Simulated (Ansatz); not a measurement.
Partial pair distribution functions of a relaxed model of amorphous Ge12Sb12Te30Ni3, broadened by 0.06 Å; density 6.55 g/cm³. Level of theory: PBE-D3(BJ), scalar-relativistic without spin-orbit coupling, PAW (Ansatz default set, large-core Te) (plane waves to 420 eV; Ansatz, a quantum-chemistry and plane-wave program).

The cell was made by melting and quenching with the CHGNet potential and then relaxed with DFT. The hot cell started wider than the set density and was brought back towards it in steps. It is the lowest in DFT energy of 3 quenches. It is a model cell: composition and starting density were chosen by hand, and all elements were melted together. The geometry includes D3(BJ) dispersion. Its density started from a set value of 5.90 and ended at 6.55 g/cm³. Cooling (nominally 63 K/ps over its main leg) ran many orders faster than in experiment, which tends to leave more defects and strain. A cell of this size samples the disorder only roughly. Volume and shape were free in the relaxation. Stress components on the final sampling reach 0.5 GPa. On a 2×2×2 Γ-centred mesh force components of up to 0.24 eV/Å stay, since the relaxation ran on one k-point at (1/4, 1/4, 1/4).

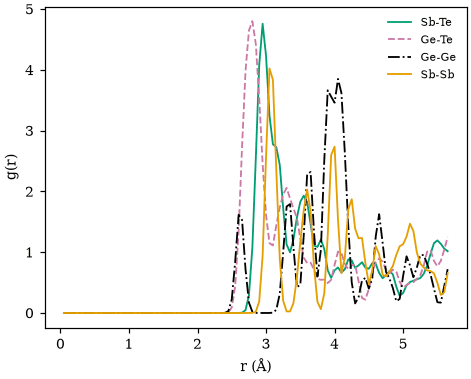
Partial pair distribution functions

Highest peaks under 4.5 Å: Sb-Te near 2.95 Å, Ge-Te near 2.80 Å, Ge-Ge near 4.05 Å, Sb-Sb near 3.05 Å; pairs of few atoms are noisy.

Within 3.34 Å each Sb has 3.33 Te neighbours on average.
